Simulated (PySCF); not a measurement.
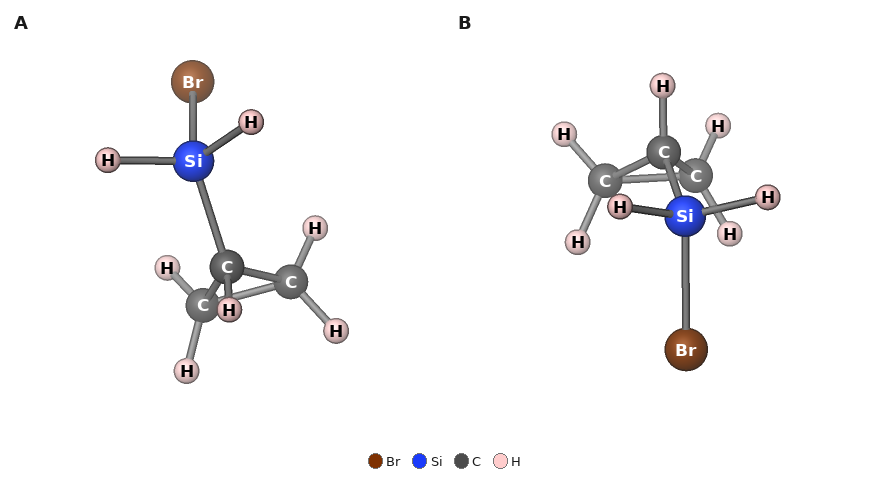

Atoms fade into the background with distance from the viewer. The computed structure is the end point of a PBE0-D3(BJ)/def2-SVP optimisation. No frequency run is at hand to confirm it as a minimum.

Are A and B the same structure? If not, how do they differ?

Answer. Yes. They are the same structure, C3H7BrSi (Br[SiH2]C1CC1), seen from two directions. With point group Cs it is achiral, so its mirror image would be the same too.
